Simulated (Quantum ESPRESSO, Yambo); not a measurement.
# LiF (Griceite): changed settings of a GW run in Yambo

What do changed inputs do to GW on LiF (Griceite)?

Main program and level: Yambo 5.3.0; PBE and many-body steps on it, plane waves.

## (1) Starting point

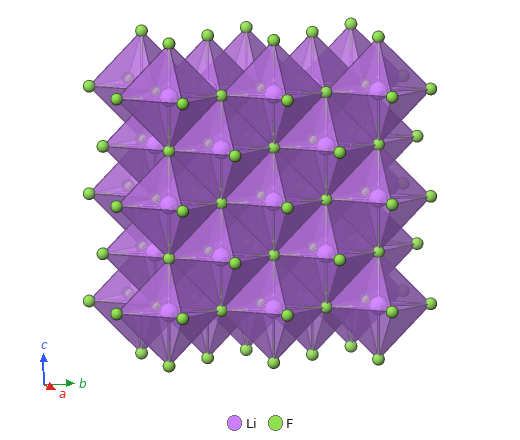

The cell as given, slightly off an axis (lithium purple, fluorine green). 1×2×2 cells are drawn. This picture shows the conventional cell, with its axes. Some periodic images of atoms are drawn too.

As a file:

```cif
data_structure
_symmetry_space_group_name_H-M 'Fm-3m'
_symmetry_Int_Tables_number 225
_cell_length_a 4.0280
_cell_length_b 4.0280
_cell_length_c 4.0280
_cell_angle_alpha 90.000
_cell_angle_beta 90.000
_cell_angle_gamma 90.000
_cell_volume 65.35
loop_
_atom_site_label
_atom_site_type_symbol
_atom_site_symmetry_multiplicity
_atom_site_Wyckoff_symbol
_atom_site_fract_x
_atom_site_fract_y
_atom_site_fract_z
_atom_site_occupancy
Li1 Li 4 a 0.00000 0.00000 0.00000 1
F1 F 4 b 0.50000 0.00000 0.00000 1
```

The cell and positions come from the Crystallography Open Database and are kept as given unless a step says otherwise.

## (2) Base

This step: Yambo 5.3.0; G0W0 on PBE, plane waves, norm-conserving pseudopotentials.

Now the one-shot GW correction: screening in the RPA, then the self-energy of the levels asked for.

The input, gw1.in:

```
HF_and_locXC
gw0
dyson
ppa
em1d
rim_cut
RandQpts= 1000000
RandGvec= 1 RL
EXXRLvcs= 72 Ry
VXCRLvcs= 288 Ry
Chimod= "HARTREE"
% BndsRnXp
 1 | 44 |
%
NGsBlkXp= 13 Ry
% LongDrXp
 1 | 1 | 1 |
%
% GbndRnge
 1 | 44 |
%
DysSolver= "n"
ExtendOut
PPAPntXp= 27.21138 eV
% QPkrange
 1 | 1 | 4 | 7 |
%
```

Launch:

```
OMP_NUM_THREADS=1 mpirun -n 4 yambo -F gw1.in -J gw1 -C gw1 > gw1.log
```

What it wrote:

```text
 Yambo, version 5.3.0

 [02] CORE Variables Setup
 =========================

  [... cell, symmetries and grids as in the set-up ...]

  [02.05] Energies & Occupations
  ==============================

  [X] === General ===
  [X] Electronic Temperature                        :  0.000000  0.000000 [eV K]
  [X] Bosonic    Temperature                        :  0.000000  0.000000 [eV K]
  [X] Finite Temperature mode                       : no
  [X] El. density                                   :  0.61206E+24 [cm-3]
  [X] Fermi Level                                   :  0.906508 [eV]

  [X] === Gaps and Widths ===
  [X] Conduction Band Min                           :  9.114627 [eV]
  [X] Valence Band Max                              :  0.000000 [eV]
  [X] Filled Bands                                  :   5
  [X] Empty Bands                                   :    6   44
  [X] Direct Gap                                    :  9.114627 [eV]
  [X] Direct Gap localized at k                     :  1
  [X] Indirect Gap                                  :  9.114627 [eV]
  [X] Indirect Gap between kpts                     :  1  1
  [X] Last valence band width                       :  0.989798 [eV]
  [X] 1st conduction band width                     :  5.964288 [eV]

 [03] Transferred momenta grid and indexing
 ==========================================

 IBZ Q-points                                      :  29
 BZ  Q-points                                      :   512

 K/Q-points units:
 rlu = crystal or reduced units; cc = cartesian coordinates; iku = interal k-units

 Q [ 1]         [rlu]:  0.000000  0.000000  0.000000
 Q [ 2]         [rlu]: -0.44736E-17 -0.44736E-17  0.12500
 Q [ 3]         [rlu]: -0.89471E-17 -0.89471E-17  0.25000
 Q [ 4]         [rlu]:  0.59525E-19  0.59525E-19  0.37500
 Q [ 5]         [rlu]:  0.17894E-16  0.17894E-16 -0.50000
 Q [ 6]         [rlu]: -0.89590E-17  0.12500      0.12500
 Q [ 7]         [rlu]:  0.39326E-17  0.12500      0.25000
 Q [ 8]         [rlu]: -0.89471E-17  0.12500      0.37500
 Q [ 9]         [rlu]: -0.26293E-17  0.12500      0.50000
 Q [10]         [rlu]:  0.17894E-16  0.12500     -0.37500
     [... 17 further rows ...]
 Q [28]         [rlu]:  0.125000 -0.500000 -0.375000
 Q [29]         [rlu]:  0.250000 -0.500000 -0.250000

 [04] Coloumb potential Random Integration (RIM)
 ===============================================

  [04.01] RIM initialization
  ==========================

  * Diagonal components only detected *

  8 x (sBL volume)        :  0.035152 [a.u.]
  sBZ random points       :  1000000
  Points outside the sBZ  :   7968281
  RL volume               :  2.249752 [a.u.]
  Integrated volume       :  2.258707 [a.u.]

  [04.02] RIM integrals
  =====================

  Gamma point sphere radius             :  0.059420 [a.u.]
  Points outside the sphere             :   800476
  [Int_sBZ(q=0) 1/q^2]*(Vol_sBZ)^(-1/3) =:  7.776341
                                 should be <:  7.795600

  Summary of Coulomb integrals for non-metallic bands |Q|[au] RIM/Bare

  Q [1] 0.100000E-4 0.997530 * Q [2] 0.178715 1.068930
  Q [6] 0.206363 1.066842 * Q [12] 0.291841 1.029370
  Q [7] 0.342214 1.022832 * Q [3] 0.357431 1.020719
  Q [13] 0.412726 1.016898 * Q [11] 0.449757 1.014268
  Q [22] 0.461441 1.014084 * Q [8] 0.505484 1.012338
  Q [14] 0.536146 1.011418 * Q [4] 0.536146 1.011475
[...]
Q [27] 0.744052 1.007617 * Q [24] 0.772139 1.007383
  Q [26] 0.792552 1.007323 * Q [21] 0.825451 1.007269
  Q [28] 0.850856 1.007103 * Q [20] 0.875523 1.006561
  Q [29] 0.922883 1.006652

 [05] Dipoles
 ============

  [05.01] Setup: observables and procedures
  =========================================

 [06] Dynamic Dielectric Matrix (PPA)
 ====================================

 [WR./gw1//ndb.pp]---------------------------------------------------------------
  Brillouin Zone Q/K grids (IBZ/BZ)                :    29   512    29   512
  RL vectors                                       :  1639 [WF]
  Coulomb cutoff potential                         : none
  Electronic Temperature                           :  0.000000 [K]
  Bosonic    Temperature                           :  0.000000 [K]
  PPA    diel. fun.  energies                      : Perdew, Burke & Ernzerhof(X)+Perdew, Burke & Ernzerhof(C)
  wavefunctions                                    : Perdew, Burke & Ernzerhof(X)+Perdew, Burke & Ernzerhof(C)
  Global Gauge                                     : length
  X matrix size                                    :  113
  X band range                                     :    1   44
  X e/h energy range                               : -1.000000 -1.000000 [eV]
  X Time ordering                                  : R
  X Hxc Kernel                                     : HARTREE
  X Drude frequency                                :  0.000000  0.000000
  X poles                                          :  100.0000 [o/o]
  RL vectors in the sum                            :  1639
  [r,Vnl] included                                 : yes
  Field direction                                  :  0.577350E-5  0.577350E-5  0.577350E-5
  BZ energy Double Grid                            : no
  BZ energy DbGd points                            : 0
  BZ Q point size factor                           : -1.000000
  X Optical Averaged directions                    : none

 [07] Local Exchange-Correlation + Non-Local Fock
 ================================================

 [VXC] Plane waves :   9185
 [EXS] Plane waves :  1211

 QP @ state[ 1 ] K range:  1  1
 QP @ state[ 1 ] b range:   4   7

 [xc] Functional : Perdew, Burke & Ernzerhof(X)+Perdew, Burke & Ernzerhof(C)
 [xc] LIBXC used to calculate xc functional
  PP Number of Atomic Species                      :  2
  NLCC RL compoments                               :   9185
  PP Number of Atomic Species                      :  2
  NLCC RL compoments                               :   9185

 [xc] E_xc :  -6.404302 [Ha]
      E_xc :  -12.80860 [Ry]

  Local XC kind (lXC) : Perdew, Burke & Ernzerhof(X)+Perdew, Burke & Ernzerhof(C)
  Non-Local XC kind (nlXC) : Hartree-Fock

  Corrections @ K [1] :  [eV]
 <4|nlXC|4> = -30.73970 -0.11351E-16 <4|lXC|4> = -23.05347 -0.37763E-15
 <5|nlXC|5> = -30.73968 -0.15828E-16 <5|lXC|5> = -23.05347  0.000000
 <6|nlXC|6> = -6.622725  0.19262E-18 <6|lXC|6> = -11.45042 -0.75527E-15
 <7|nlXC|7> = -3.081230 -0.25360E-18 <7|lXC|7> = -10.01124  0.18882E-15

 [08] Dyson equation: Newton solver
 ==================================

  [08.01] G0W0 (W PPA)
  ====================

  [  GW  ] Bands range     :    1   44
  [GW/PPA] G damping       :  0.100000 [eV]

  QP @ state[ 1 ] K range:  1  1
  QP @ state[ 1 ] b range:   4   7

   Sc/G bands                                       :    1   44
   Sc/G damping                                     :  0.100000 ev
   Sc bands terminator                              : no
   Sx RL components                                 :  1211

   QP @ state[ 1 ] K range                          :  1  1
   QP @ state[ 1 ] b range                          :   4   7
   GF energies kind                                 : Perdew, Burke & Ernzerhof(X)+Perdew, Burke & Ernzerhof(C)
   GF WF`s kind                                     : Perdew, Burke & Ernzerhof(X)+Perdew, Burke & Ernzerhof(C)
   Xs energies kind                                 : Perdew, Burke & Ernzerhof(X)+Perdew, Burke & Ernzerhof(C)
   Xs WF`s kind                                     : Perdew, Burke & Ernzerhof(X)+Perdew, Burke & Ernzerhof(C)

 [11] Game Over & Game summary
```

It took 2.6 min on 4 MPI ranks of Intel Xeon 6975P-C (Granite Rapids), shared host; peak memory 1.3 GiB.

Numbers from this step:

```yaml
g0w0_gap_on_the_points_computed: 13.24 eV
starting_gap_on_the_mesh: 9.115 eV
k_of_the_valence_top: 0, 0, 0
k_of_the_conduction_bottom: 0, 0, 0
least_direct_g0w0_gap_on_the_computed_points: 13.24 eV
z_at_the_valence_top: 0.8284
z_at_the_conduction_bottom: 0.8913
```

The gap on the mesh goes from 9.11 eV to 13.24 eV, a correction of +4.12 eV.

## (3) Pole fitted at another frequency

The input, gw2.in:

```
HF_and_locXC
gw0
dyson
ppa
em1d
rim_cut
RandQpts= 1000000
RandGvec= 1 RL
EXXRLvcs= 72 Ry
VXCRLvcs= 288 Ry
Chimod= "HARTREE"
% BndsRnXp
 1 | 44 |
%
NGsBlkXp= 13 Ry
% LongDrXp
 1 | 1 | 1 |
%
% GbndRnge
 1 | 44 |
%
DysSolver= "n"
ExtendOut
PPAPntXp= 15 eV
% QPkrange
 1 | 1 | 4 | 7 |
%
```

Launch:

```
OMP_NUM_THREADS=1 mpirun -n 4 yambo -F gw2.in -J gw2 -C gw2 > gw2.log
```

What it wrote:

```text
 Yambo, version 5.3.0

 [02] CORE Variables Setup
 =========================

  [... cell, symmetries and grids as in the set-up ...]

  [02.05] Energies & Occupations
  ==============================

  [X] === General ===
  [X] Electronic Temperature                        :  0.000000  0.000000 [eV K]
  [X] Bosonic    Temperature                        :  0.000000  0.000000 [eV K]
  [X] Finite Temperature mode                       : no
  [X] El. density                                   :  0.61206E+24 [cm-3]
  [X] Fermi Level                                   :  0.906508 [eV]

  [X] === Gaps and Widths ===
  [X] Conduction Band Min                           :  9.114627 [eV]
  [X] Valence Band Max                              :  0.000000 [eV]
  [X] Filled Bands                                  :   5
  [X] Empty Bands                                   :    6   44
  [X] Direct Gap                                    :  9.114627 [eV]
  [X] Direct Gap localized at k                     :  1
  [X] Indirect Gap                                  :  9.114627 [eV]
  [X] Indirect Gap between kpts                     :  1  1
  [X] Last valence band width                       :  0.989798 [eV]
  [X] 1st conduction band width                     :  5.964288 [eV]

 [03] Transferred momenta grid and indexing
 ==========================================

 IBZ Q-points                                      :  29
 BZ  Q-points                                      :   512

 K/Q-points units:
 rlu = crystal or reduced units; cc = cartesian coordinates; iku = interal k-units

 Q [ 1]         [rlu]:  0.000000  0.000000  0.000000
 Q [ 2]         [rlu]: -0.44736E-17 -0.44736E-17  0.12500
 Q [ 3]         [rlu]: -0.89471E-17 -0.89471E-17  0.25000
[...]
================================================

 [VXC] Plane waves :   9185
 [EXS] Plane waves :  1211

 QP @ state[ 1 ] K range:  1  1
 QP @ state[ 1 ] b range:   4   7

 [xc] Functional : Perdew, Burke & Ernzerhof(X)+Perdew, Burke & Ernzerhof(C)
 [xc] LIBXC used to calculate xc functional
  PP Number of Atomic Species                      :  2
  NLCC RL compoments                               :   9185
  PP Number of Atomic Species                      :  2
  NLCC RL compoments                               :   9185

 [xc] E_xc :  -6.404302 [Ha]
      E_xc :  -12.80860 [Ry]

  Local XC kind (lXC) : Perdew, Burke & Ernzerhof(X)+Perdew, Burke & Ernzerhof(C)
  Non-Local XC kind (nlXC) : Hartree-Fock

  Corrections @ K [1] :  [eV]
 <4|nlXC|4> = -30.73970 -0.11351E-16 <4|lXC|4> = -23.05347 -0.37763E-15
 <5|nlXC|5> = -30.73968 -0.15828E-16 <5|lXC|5> = -23.05347  0.000000
 <6|nlXC|6> = -6.622725  0.19262E-18 <6|lXC|6> = -11.45042 -0.75527E-15
 <7|nlXC|7> = -3.081230 -0.25360E-18 <7|lXC|7> = -10.01124  0.18882E-15

 [08] Dyson equation: Newton solver
 ==================================

  [08.01] G0W0 (W PPA)
  ====================

  [  GW  ] Bands range     :    1   44
  [GW/PPA] G damping       :  0.100000 [eV]

  QP @ state[ 1 ] K range:  1  1
  QP @ state[ 1 ] b range:   4   7

   Sc/G bands                                       :    1   44
   Sc/G damping                                     :  0.100000 ev
   Sc bands terminator                              : no
   Sx RL components                                 :  1211

   QP @ state[ 1 ] K range                          :  1  1
   QP @ state[ 1 ] b range                          :   4   7
   GF energies kind                                 : Perdew, Burke & Ernzerhof(X)+Perdew, Burke & Ernzerhof(C)
   GF WF`s kind                                     : Perdew, Burke & Ernzerhof(X)+Perdew, Burke & Ernzerhof(C)
   Xs energies kind                                 : Perdew, Burke & Ernzerhof(X)+Perdew, Burke & Ernzerhof(C)
   Xs WF`s kind                                     : Perdew, Burke & Ernzerhof(X)+Perdew, Burke & Ernzerhof(C)

 [11] Game Over & Game summary
```

Elapsed: 2.7 min, on 4 MPI ranks; peak memory 1.3 GiB; 11 min of CPU time.

Numbers from this step:

- G0W0 gap on the points computed: 13.18 eV
- starting gap on the mesh: 9.115 eV
- k of the valence top: 0, 0, 0
- k of the conduction bottom: 0, 0, 0
- least direct G0W0 gap on the computed points: 13.18 eV
- Z at the valence top: 0.8157
- Z at the conduction bottom: 0.8838

Against G0W0 in Yambo (8×8×8 mesh, 44 bands, screening to 176.9 eV, Godby-Needs plasmon pole), the gap moves by −0.058 eV.

## (4) Core charge in Vxc

The input, gw3.in:

```
HF_and_locXC
gw0
dyson
ppa
em1d
rim_cut
RandQpts= 1000000
RandGvec= 1 RL
EXXRLvcs= 72 Ry
VXCRLvcs= 288 Ry
Chimod= "HARTREE"
% BndsRnXp
 1 | 44 |
%
NGsBlkXp= 13 Ry
% LongDrXp
 1 | 1 | 1 |
%
% GbndRnge
 1 | 44 |
%
DysSolver= "n"
ExtendOut
PPAPntXp= 27.21138 eV
% QPkrange
 1 | 1 | 4 | 7 |
%
UseNLCC
```

Launch:

```
OMP_NUM_THREADS=1 mpirun -n 4 yambo -F gw3.in -J gw3,gw1_W -C gw3 > gw3.log
```

What it wrote:

```text
 Yambo, version 5.3.0

 [02] CORE Variables Setup
 =========================

  [... cell, symmetries and grids as in the set-up ...]

  [02.05] Energies & Occupations
  ==============================

  [X] === General ===
  [X] Electronic Temperature                        :  0.000000  0.000000 [eV K]
  [X] Bosonic    Temperature                        :  0.000000  0.000000 [eV K]
  [X] Finite Temperature mode                       : no
  [X] El. density                                   :  0.61206E+24 [cm-3]
[...]
Sx RL components                                 :  1211

   QP @ state[ 1 ] K range                          :  1  1
   QP @ state[ 1 ] b range                          :   4   7
   GF energies kind                                 : Perdew, Burke & Ernzerhof(X)+Perdew, Burke & Ernzerhof(C)
   GF WF`s kind                                     : Perdew, Burke & Ernzerhof(X)+Perdew, Burke & Ernzerhof(C)
   Xs energies kind                                 : Perdew, Burke & Ernzerhof(X)+Perdew, Burke & Ernzerhof(C)
   Xs WF`s kind                                     : Perdew, Burke & Ernzerhof(X)+Perdew, Burke & Ernzerhof(C)

 [11] Game Over & Game summary
```

Elapsed: 18 s, on 4 MPI ranks; peak memory 1.2 GiB; 70 s of CPU time.

This step gave:

| Property | Result |
| --- | --- |
| G0W0 gap on the points computed | 13.04 eV |
| starting gap on the mesh | 9.115 eV |
| k of the valence top | 0, 0, 0 |
| k of the conduction bottom | 0, 0, 0 |
| least direct G0W0 gap on the computed points | 13.04 eV |

Against G0W0 in Yambo (8×8×8 mesh, 44 bands, screening to 176.9 eV, Godby-Needs plasmon pole), the gap moves by −0.201 eV.

## (5) No random integration

The input, gw4.in:

```
HF_and_locXC
gw0
dyson
ppa
em1d
rim_cut
RandQpts= 0
RandGvec= 1 RL
EXXRLvcs= 72 Ry
VXCRLvcs= 288 Ry
Chimod= "HARTREE"
% BndsRnXp
 1 | 44 |
%
NGsBlkXp= 13 Ry
% LongDrXp
 1 | 1 | 1 |
%
% GbndRnge
 1 | 44 |
%
DysSolver= "n"
ExtendOut
PPAPntXp= 27.21138 eV
% QPkrange
 1 | 1 | 4 | 7 |
%
```

Launch:

```
OMP_NUM_THREADS=1 mpirun -n 4 yambo -F gw4.in -J gw4,gw1_W -C gw4 > gw4.log
```

What it wrote:

```text
 Yambo, version 5.3.0

 [02] CORE Variables Setup
 =========================

  [... cell, symmetries and grids as in the set-up ...]

  [02.05] Energies & Occupations
  ==============================

  [X] === General ===
  [X] Electronic Temperature                        :  0.000000  0.000000 [eV K]
  [X] Bosonic    Temperature                        :  0.000000  0.000000 [eV K]
  [X] Finite Temperature mode                       : no
  [X] El. density                                   :  0.61206E+24 [cm-3]
  [X] Fermi Level                                   :  0.906508 [eV]

  [X] === Gaps and Widths ===
  [X] Conduction Band Min                           :  9.114627 [eV]
  [X] Valence Band Max                              :  0.000000 [eV]
  [X] Filled Bands                                  :   5
  [X] Empty Bands                                   :    6   44
  [X] Direct Gap                                    :  9.114627 [eV]
  [X] Direct Gap localized at k                     :  1
  [X] Indirect Gap                                  :  9.114627 [eV]
  [X] Indirect Gap between kpts                     :  1  1
  [X] Last valence band width                       :  0.989798 [eV]
  [X] 1st conduction band width                     :  5.964288 [eV]

 [03] Transferred momenta grid and indexing
 ==========================================

 IBZ Q-points                                      :  29
 BZ  Q-points                                      :   512

 K/Q-points units:
 rlu = crystal or reduced units; cc = cartesian coordinates; iku = interal k-units

 Q [ 1]         [rlu]:  0.000000  0.000000  0.000000
 Q [ 2]         [rlu]: -0.44736E-17 -0.44736E-17  0.12500
 Q [ 3]         [rlu]: -0.89471E-17 -0.89471E-17  0.25000
[...]
Q [ 8]         [rlu]: -0.89471E-17  0.12500      0.37500
 Q [ 9]         [rlu]: -0.26293E-17  0.12500      0.50000
 Q [10]         [rlu]:  0.17894E-16  0.12500     -0.37500
     [... 17 further rows ...]
 Q [28]         [rlu]:  0.125000 -0.500000 -0.375000
 Q [29]         [rlu]:  0.250000 -0.500000 -0.250000

 [04] Dipoles
 ============

  [04.01] Setup: observables and procedures
  =========================================

 [05] Dynamic Dielectric Matrix (PPA)
 ====================================

   Sc/G bands                                       :    1   44
   Sc/G damping                                     :  0.100000 ev
   Sc bands terminator                              : no
   Sx RL components                                 :  1211

   QP @ state[ 1 ] K range                          :  1  1
   QP @ state[ 1 ] b range                          :   4   7
   GF energies kind                                 : Perdew, Burke & Ernzerhof(X)+Perdew, Burke & Ernzerhof(C)
   GF WF`s kind                                     : Perdew, Burke & Ernzerhof(X)+Perdew, Burke & Ernzerhof(C)
   Xs energies kind                                 : Perdew, Burke & Ernzerhof(X)+Perdew, Burke & Ernzerhof(C)
   Xs WF`s kind                                     : Perdew, Burke & Ernzerhof(X)+Perdew, Burke & Ernzerhof(C)

 [10] Game Over & Game summary
```

Elapsed: 22 s, on 4 MPI ranks; peak memory 1.2 GiB; 86 s of CPU time.

Numbers from this step:

* G0W0 gap on the points computed: 13.11 eV
* starting gap on the mesh: 9.115 eV
* k of the valence top: 0, 0, 0
* k of the conduction bottom: 0, 0, 0
* least direct G0W0 gap on the computed points: 13.11 eV
* Z at the valence top: 0.8305
* Z at the conduction bottom: 0.8935

[end of part 1 of 2]

[Paths, hosts, dates, memory and timing lines, banners, echoed tables and standing remarks are left out of the program output.]

[Logs are printed without paths, hosts, clocks, repeated set-up lines and the standing remarks that a program may print on its own settings, such as how far it seeks lower states.]

[Runs of the session that timed out or met a known fault of the program may be left out.]

[Hosts, paths, dates, database ids (printed as entryN), source tags and the programs' standing remarks are cut or masked in the printed files.]
